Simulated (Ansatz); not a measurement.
# Geometry relaxation of GeH₅O₃F

GeH₅O₃F, computed with RHF/def2-SVP (Ansatz 0.2.0).

The input holds or restrains some coordinates. Forces given for the steps count only the free coordinates. It belongs to a series of runs on one base structure; here: pulled along the bonds that form and break, towards end A. Figures and captions count atoms from 1; the log counts them from 0 in places.

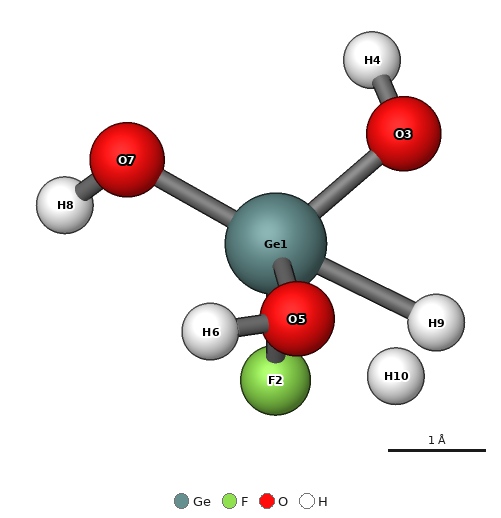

The input geometry (ball-and-stick view, seen at a tilt; atoms are numbered from 1 in the order of the input). Sticks mark near contacts. Bond lengths as drawn: F–Ge 2.03 Å, Ge–H 1.85 Å, Ge–O 1.77 Å and H–O 1.01 Å.

## Input
```yaml
crystal:
  periodic: [false, false, false]
  atoms:
    - { symbol: Ge, position_ang: [0.0, 0.0, 0.0] }
    - { symbol: F, position_ang: [0.0, 0.0, 2.03] }
    - { symbol: O, position_ang: [1.6691, 0.0, -0.5894] }
    - { symbol: H, position_ang: [1.9855, -0.9521, -0.7061] }
    - { symbol: O, position_ang: [-0.8337, 1.4443, -0.5894] }
    - { symbol: H, position_ang: [-1.7915, 1.2136, -0.8118] }
    - { symbol: O, position_ang: [-0.8337, -1.4443, -0.5894] }
    - { symbol: H, position_ang: [-1.2883, -1.91, 0.183] }
    - { symbol: H, position_ang: [0.9702, 1.4632, 0.5833] }
    - { symbol: H, position_ang: [0.7272, 1.0966, 1.5287] }
basis:
  gaussian: { orbitals: def2-SVP }
hamiltonian:
  xc: hf
relax:
  f_tol: 0.15
  max_steps: 25
  restrain:
    - { distance: [0, 8], at: 2.75, k: 30.0 }
    - { distance: [9, 1], at: 2.12, k: 30.0 }
    - { distance: [0, 1], at: 1.68, k: 30.0 }
    - { distance: [9, 8], at: 0.66, k: 30.0 }
output:
  orbitals: {}
```

Launched with:
```bash
ansatz run input.yaml --threads 2 --pin off --max-ram 3072MiB --backend cpu --events-out ev --progress --plain --runs-dir out
```

## The program's output
```
The last accepted step is kept in [file] (removed where the run ends without a failure and the disk answers)
Engine: ansatz 0.2.0, aarch64-unknown-linux-gnu
Functional definition: HF
  exchange = exact_x
  correlation = 0
1166 factors; integrals over basis functions are off by at most 3.4e-4 eV
mean field evaluation 1: about -65348.4422 eV, gradient 5.6e1 eV
mean field evaluation 2: about -65348.5013 eV, gradient 5.6e1 eV
mean field evaluation 4: about -65354.2250 eV, gradient 3.2e0 eV
mean field evaluation 8: about -65354.2727 eV, gradient 1.4e-1 eV
mean field -65354.27279980 eV, -2401.7252266756 hartree, gradient 1.4e-5 eV, S^2 0.000000; 0 other end points of the search recorded, 0 dependent functions left out
the calculation of the forces begins
reference -65354.27279980 eV, -2401.7252266756 hartree; 35, 35 occupied and 78, 78 virtual orbitals, 1166 factors
relax step   1: F+E_penalty+E_count = -65354.27279980 eV  Δ(F+E_penalty+E_count) = +0.000e0 eV  max|allowed force component| = 4.618e0 eV/Å  E_restraint = 23.78726595 eV  max|allowed force component, restraints' pulls added| = 2.354e1 eV/Å  Δτ_max = 0.0000 Å  (36 SCF iters, accepted)
  distance Ge 0 - H 8 = 1.8500 Å
  distance H 9 - F 1 = 1.4081 Å
  distance Ge 0 - F 1 = 2.0300 Å
  distance H 9 - H 8 = 1.0427 Å
these checks for a lower state are left out or cut short: starts, cluster_reference, orbital_swaps, neighbouring_geometries, increment
1166 factors; integrals over basis functions are off by at most 3.8e-4 eV
mean field evaluation 16: about -65355.9743 eV, gradient 2.7e-3 eV
mean field -65355.97427716 eV, -2401.7877548151 hartree, gradient 3.2e-5 eV, S^2 0.000000; 0 other end points of the search recorded, 0 dependent functions left out
[... from here on the field's lines of each further geometry are left out, up to the last ...]
relax step   2: F+E_penalty+E_count = -65355.97427716 eV  Δ(F+E_penalty+E_count) = -1.701e0 eV  max|allowed force component| = 3.579e0 eV/Å  E_restraint = 10.98896977 eV  max|allowed force component, restraints' pulls added| = 1.587e1 eV/Å  Δτ_max = 0.1949 Å  (32 SCF iters, accepted)
relax step   3: F+E_penalty+E_count = -65356.83270044 eV  Δ(F+E_penalty+E_count) = -8.584e-1 eV  max|allowed force component| = 5.737e0 eV/Å  E_restraint = 2.92375657 eV  max|allowed force component, restraints' pulls added| = 9.610e0 eV/Å  Δτ_max = 0.1945 Å  (33 SCF iters, accepted)
relax step   4: F+E_penalty+E_count = -65357.46855034 eV  Δ(F+E_penalty+E_count) = -6.358e-1 eV  max|allowed force component| = 4.279e0 eV/Å  E_restraint = 0.41637102 eV  max|allowed force component, restraints' pulls added| = 4.034e0 eV/Å  Δτ_max = 0.1949 Å  (33 SCF iters, accepted)
relax step   5: F+E_penalty+E_count = -65357.86360107 eV  Δ(F+E_penalty+E_count) = -3.951e-1 eV  max|allowed force component| = 1.937e0 eV/Å  E_restraint = 0.06722104 eV  max|allowed force component, restraints' pulls added| = 2.027e0 eV/Å  Δτ_max = 0.1948 Å  (33 SCF iters, accepted)
relax step   6: F+E_penalty+E_count = -65357.95406902 eV  Δ(F+E_penalty+E_count) = -9.047e-2 eV  max|allowed force component| = 1.138e0 eV/Å  E_restraint = 0.04903492 eV  max|allowed force component, restraints' pulls added| = 6.470e-1 eV/Å  Δτ_max = 0.0870 Å  (31 SCF iters, accepted)
relax step   7: F+E_penalty+E_count = -65357.95930350 eV  Δ(F+E_penalty+E_count) = -5.234e-3 eV  max|allowed force component| = 1.157e0 eV/Å  E_restraint = 0.04535602 eV  max|allowed force component, restraints' pulls added| = 1.989e-1 eV/Å  Δτ_max = 0.1852 Å  (32 SCF iters, accepted)
relax step   8: F+E_penalty+E_count = -65357.96125382 eV  Δ(F+E_penalty+E_count) = -1.950e-3 eV  max|allowed force component| = 1.168e0 eV/Å  E_restraint = 0.05064886 eV  max|allowed force component, restraints' pulls added| = 2.685e-1 eV/Å  Δτ_max = 0.1041 Å  (32 SCF iters, rejected (line search))
the calculation of the forces begins
reference -65357.96298760 eV, -2401.8608385757 hartree; 35, 35 occupied and 78, 78 virtual orbitals, 1166 factors
relax step   9: F+E_penalty+E_count = -65357.96298760 eV  Δ(F+E_penalty+E_count) = -3.684e-3 eV  max|allowed force component| = 1.169e0 eV/Å  E_restraint = 0.04392993 eV  max|allowed force component, restraints' pulls added| = 1.325e-1 eV/Å  Δτ_max = 0.0520 Å  (32 SCF iters, accepted)
```

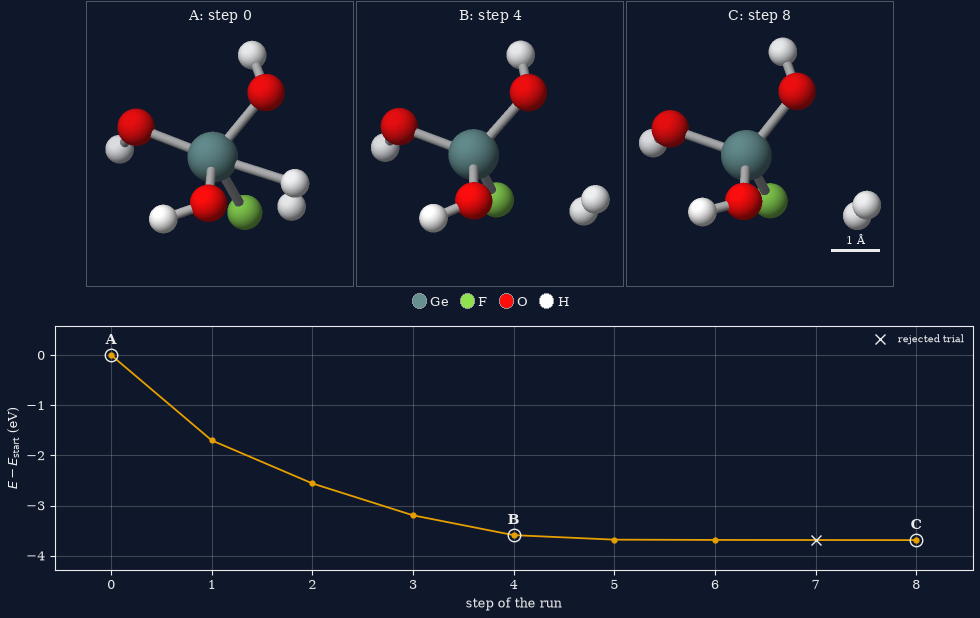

Frames of the restrained relaxation (ball-and-stick view, seen at a tilt) above the curves, on which the letters mark them (the first geometry is step 0 here and step 1 in the log).

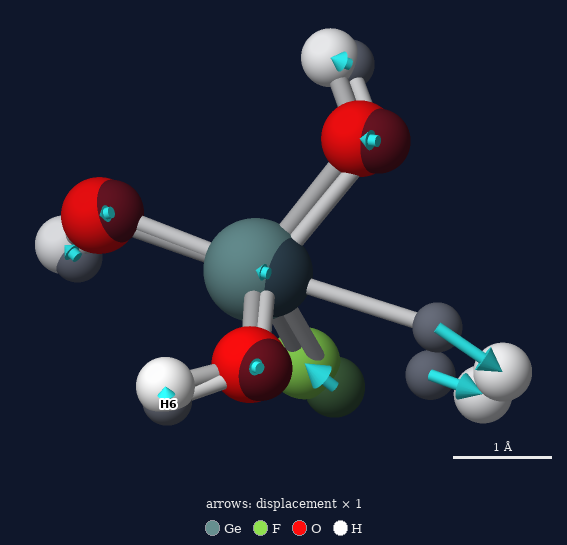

Start (faint) and end (solid) with the displacements as teal arrows, at true length (ball-and-stick view, seen at a tilt). The two geometries are laid on each other by the best rigid fit. The energy falls by 3.690 eV in 8 geometry steps. The largest force component goes from 4.6 to 1.2 eV/Å. The line search rejected the trial step at point 7 (counted from 0) and went back. The atom that moves furthest after the best rigid fit is H9 (0.81 Å). By element the largest moves are H 0.81 Å, F 0.42 Å, O 0.22 Å, Ge 0.15 Å. Distances before and after: Ge1–H9 1.850 → 2.757 Å, Ge1–F2 2.030 → 1.696 Å, H9–H10 1.043 → 0.710 Å, O3–H4 1.010 → 0.946 Å. New bonds form: H9–H10 (1.04 → 0.71 Å). Among the angles that change: Ge1–O7–H8 109.5° → 117.0°, Ge1–O3–H4 109.5° → 116.3°, F2–Ge1–O7 109.5° → 105.3°. (Atoms are counted from 1 in the order of the input.)

```
  distance Ge 0 - H 8 = 2.7567 Å
  distance H 9 - F 1 = 2.1314 Å
  distance Ge 0 - F 1 = 1.6959 Å
  distance H 9 - H 8 = 0.7100 Å
1166 factors; integrals over basis functions are off by at most 7.6e-4 eV
mean field -65357.96298760 eV, -2401.8608385757 hartree, gradient 3.5e-5 eV, S^2 0.000000; 1 other end points of the search recorded, 0 dependent functions left out
the calculation of the forces begins
reference -65357.96298760 eV, -2401.8608385757 hartree; 35, 35 occupied and 78, 78 virtual orbitals, 1166 factors
Total energy: -65357.96298760 eV, -2401.8608385757 hartree
Atom 0 at    -0.078945    -0.133552    -0.012172 Å, force    -0.117839    -0.123956    -0.690749 eV/Å
Atom 1 at    -0.098922    -0.182209     1.682936 Å, force    -0.183114    -0.323586     0.529723 eV/Å
Atom 2 at     1.542713    -0.194489    -0.591383 Å, force     0.031849    -0.048795    -0.006087 eV/Å
Atom 3 at     1.850186    -1.038188    -0.890465 Å, force    -0.015722     0.049934     0.020380 eV/Å
Atom 4 at    -0.878156     1.290816    -0.564023 Å, force    -0.006984    -0.008964     0.013977 eV/Å
Atom 5 at    -1.730399     1.166145    -0.954989 Å, force     0.016762     0.003516     0.005784 eV/Å
Atom 6 at    -0.948562    -1.550623    -0.522787 Å, force    -0.011936    -0.025288     0.092359 eV/Å
Atom 7 at    -1.311774    -2.099771     0.157526 Å, force     0.004591     0.011868    -0.049813 eV/Å
Atom 8 at     1.236747     2.022903     1.091550 Å, force     0.558947     0.995614    -1.084698 eV/Å
Atom 9 at     1.021912     1.630269     1.642708 Å, force    -0.276554    -0.530344     1.169123 eV/Å
Dipole moment:    -0.297728    -0.501795    -0.164481 e Å
```

## Trajectory as extended XYZ (Å, eV, eV/Å), 9 frames, from step=1 to step=9
```
10
Properties=species:S:1:pos:R:3:forces:R:3 step=1 energy=-65354.27280
Ge    0.0000    0.0000    0.0000    1.1154   1.8191   0.9913
F     0.0000    0.0000    2.0300   -1.0225  -1.6318  -2.4665
O     1.6691    0.0000   -0.5894   -0.0171  -4.5538  -0.3786
H     1.9855   -0.9521   -0.7061   -0.6376   2.8704  -0.0240
O    -0.8337    1.4443   -0.5894   -3.4913  -2.2614  -0.3809
H    -1.7915    1.2136   -0.8118    2.7894   0.9646   0.3779
O    -0.8337   -1.4443   -0.5894   -0.9112  -0.5175   3.6752
H    -1.2883   -1.9100    0.1830    1.1885   1.0572  -2.4729
H     0.9702    1.4632    0.5833   -0.2727   0.0571   4.6184
H     0.7272    1.0966    1.5287    1.2592   2.1962  -3.9398
10
Properties=species:S:1:pos:R:3:forces:R:3 step=2 energy=-65355.97428
Ge   -0.0529   -0.0796    0.0203    2.4019   3.5792   1.5904
F    -0.0604   -0.0919    1.9758   -0.9957  -1.5375  -3.5432
O     1.6483   -0.0281   -0.5843   -1.3891  -2.7623   0.3846
H     1.9845   -0.9408   -0.7083   -0.3972   1.6990   0.0018
O    -0.8467    1.4151   -0.5843   -1.5607  -2.4173   0.3477
H    -1.7807    1.2191   -0.8120    1.6684   0.5923   0.2367
O    -0.8479   -1.4641   -0.5773   -1.1890  -1.3695   1.9947
H    -1.2861   -1.9098    0.1730    0.4270   0.1860  -1.4463
H     1.0481    1.5843    0.7145   -0.4182  -0.4127   2.7699
H     0.7985    1.2070    1.4215    1.4526   2.4428  -2.3363
10
Properties=species:S:1:pos:R:3:forces:R:3 step=3 energy=-65356.83270
Ge   -0.1071   -0.1638    0.0447    3.7705   5.7370   0.9623
F    -0.1350   -0.2051    1.8707   -0.5318  -0.8062  -2.8338
O     1.6128   -0.0516   -0.5693   -2.1649  -1.5378   0.8242
H     1.9796   -0.9260   -0.7071   -0.0941   0.6388  -0.0392
O    -0.8498    1.3761   -0.5697   -0.2748  -2.4247   0.8248
H    -1.7656    1.2238   -0.8091    0.6131   0.3181   0.0456
O    -0.8703   -1.4968   -0.5678   -1.4327  -2.2745  -0.0219
H    -1.2916   -1.9218    0.1635   -0.4655  -0.8188  -0.2392
H     1.1314    1.7111    0.8100    0.7809   1.2868  -1.2115
H     0.9004    1.3653    1.3729   -0.2008  -0.1188   1.6886
10
Properties=species:S:1:pos:R:3:forces:R:3 step=4 energy=-65357.46855
Ge   -0.1201   -0.1880    0.0341    2.8476   4.2791  -0.9747
F    -0.1755   -0.2668    1.7545   -0.3141  -0.4788  -0.4558
O     1.5728   -0.0779   -0.5529   -1.6523  -0.8837   0.6232
H     1.9733   -0.9252   -0.7066   -0.0107   0.2049  -0.0370
O    -0.8533    1.3335   -0.5501    0.0119  -1.6942   0.6347
H    -1.7609    1.2219   -0.8080    0.1997   0.1635  -0.0123
O    -0.8986   -1.5413   -0.5672   -0.9647  -1.5453  -0.1607
H    -1.3157   -1.9602    0.1657   -0.4909  -0.8063  -0.0531
H     1.2289    1.8626    0.8845    0.7337   1.1703  -1.0880
H     0.9541    1.4528    1.3847   -0.3603  -0.4094   1.5236
10
Properties=species:S:1:pos:R:3:forces:R:3 step=5 energy=-65357.86360
Ge   -0.1100   -0.1828   -0.0309    1.3047   1.9368  -1.6870
F    -0.1531   -0.2471    1.6518   -0.2553  -0.4121   0.9863
O     1.5461   -0.1294   -0.5986   -0.8212  -0.3023   0.2697
H     1.9576   -0.9711   -0.7263    0.0500   0.0098  -0.0308
O    -0.8702    1.2946   -0.5808    0.0908  -0.8032   0.2692
H    -1.7808    1.2008   -0.8194    0.0057   0.0940  -0.0425
O    -0.9306   -1.5849   -0.5665   -0.3971  -0.5481   0.1703
H    -1.3378   -2.0004    0.1787   -0.2525  -0.4675  -0.1412
H     1.2759    1.9626    0.9994    0.5424   0.8234  -0.8322
H     1.0077    1.5689    1.5316   -0.2674  -0.3310   1.0383
10
Properties=species:S:1:pos:R:3:forces:R:3 step=6 energy=-65357.95407
Ge   -0.0681   -0.1255   -0.0655   -0.4412  -0.6772  -0.4114
F    -0.1153   -0.2241    1.6343   -0.0634  -0.1519   0.4449
O     1.5464   -0.1733   -0.6537    0.0426   0.0631  -0.0373
H     1.9424   -1.0240   -0.7746   -0.0572   0.0219   0.0196
O    -0.8809    1.2937   -0.5995    0.0212   0.0558  -0.0524
H    -1.7849    1.1957   -0.8618    0.0624  -0.0224   0.0116
O    -0.9400   -1.5717   -0.5185    0.0549   0.1470   0.0394
H    -1.3468   -2.0545    0.1903    0.1023   0.1061  -0.1349
H     1.2701    1.9891    1.0820    0.6891   0.9532  -1.0175
H     0.9819    1.6059    1.6059   -0.4106  -0.4955   1.1381
10
Properties=species:S:1:pos:R:3:forces:R:3 step=7 energy=-65357.95930
Ge   -0.0726   -0.1427   -0.0163   -0.0531  -0.1060  -0.3890
F    -0.0973   -0.2071    1.6794   -0.1827  -0.2545   0.5389
O     1.5605   -0.1904   -0.5642   -0.0433  -0.0869  -0.0976
H     1.8504   -1.0110   -0.9348    0.0284   0.0107   0.0149
O    -0.8656    1.2925   -0.5507   -0.0550  -0.0875  -0.0526
H    -1.7062    1.1694   -0.9666    0.0020   0.0319   0.0060
O    -0.9398   -1.5677   -0.5027    0.0119   0.0353  -0.1434
H    -1.3469   -2.0791    0.1809    0.0120  -0.0039   0.0175
H     1.2260    2.0235    1.0869    0.5760   0.9932  -1.0519
H     0.9962    1.6239    1.6270   -0.2962  -0.5324   1.1572
10
Properties=species:S:1:pos:R:3:forces:R:3 step=8 energy=-65357.96125 accepted=F
Ge   -0.0774   -0.1355   -0.0427   -0.0132  -0.0401  -0.6278
F    -0.0890   -0.1673    1.6537   -0.1977  -0.3138   0.5177
O     1.5427   -0.1888   -0.6346   -0.1727   0.1960   0.0911
H     1.8650   -1.0338   -0.9000    0.0705  -0.1732  -0.0417
O    -0.8858    1.2802   -0.6100    0.2358  -0.0503   0.1246
H    -1.7507    1.1522   -0.9624   -0.1683  -0.0160  -0.0694
O    -0.9391   -1.5695   -0.5048    0.0278   0.0353  -0.1532
H    -1.3322   -2.0687    0.1921   -0.0810  -0.1250   0.1132
H     1.2527    1.9781    1.1272    0.6226   0.8821  -1.1222
H     1.0185    1.6642    1.7204   -0.3239  -0.3949   1.1677
10
Properties=species:S:1:pos:R:3:forces:R:3 step=9 energy=-65357.96299
Ge   -0.0789   -0.1336   -0.0122   -0.1178  -0.1240  -0.6907
F    -0.0989   -0.1822    1.6829   -0.1831  -0.3236   0.5297
O     1.5427   -0.1945   -0.5914    0.0319  -0.0488  -0.0061
H     1.8502   -1.0382   -0.8905   -0.0157   0.0499   0.0204
O    -0.8782    1.2908   -0.5640   -0.0070  -0.0090   0.0140
H    -1.7304    1.1661   -0.9550    0.0168   0.0035   0.0058
O    -0.9486   -1.5506   -0.5228   -0.0119  -0.0253   0.0924
H    -1.3118   -2.0998    0.1575    0.0046   0.0119  -0.0498
H     1.2367    2.0229    1.0916    0.5589   0.9956  -1.0847
H     1.0219    1.6303    1.6427   -0.2766  -0.5303   1.1691
```

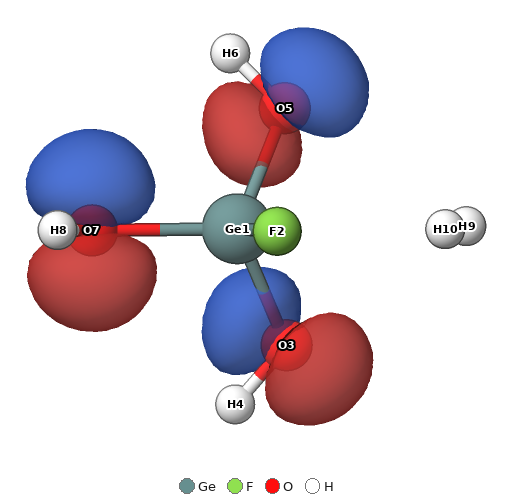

The HOMO at ±0.15 Å⁻³ᐟ² (blue and red are the two phases), seen at a tilt. Its energy is −14.01 eV.

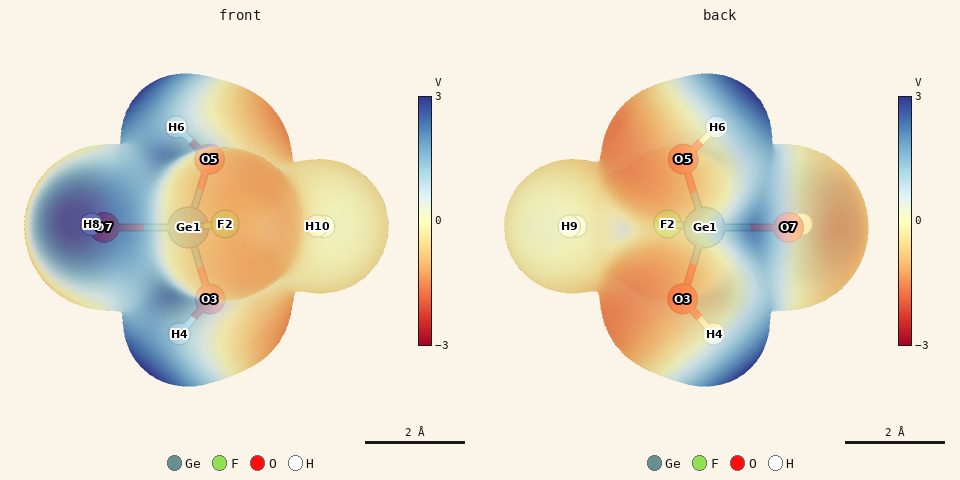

The molecular electrostatic potential painted on the density surface at 0.002 e/bohr³, seen face on and from behind; red is negative and blue positive.

## Results in brief

| quantity | value |
| --- | --- |
| outcome | converged under the restraints of the input |
| total energy | −65357.9630 eV |
| mean-field energy | −65357.9630 eV |
| largest force (length of the vector) at the end, held atoms and coordinates included | 1.575 eV/Å |
| hardware | 2 threads of Arm Neoverse V1, 24 GiB of memory available, shared host |
| wall time | 18 s (CPU time 34 s) |
| peak memory | 0.26 GiB |
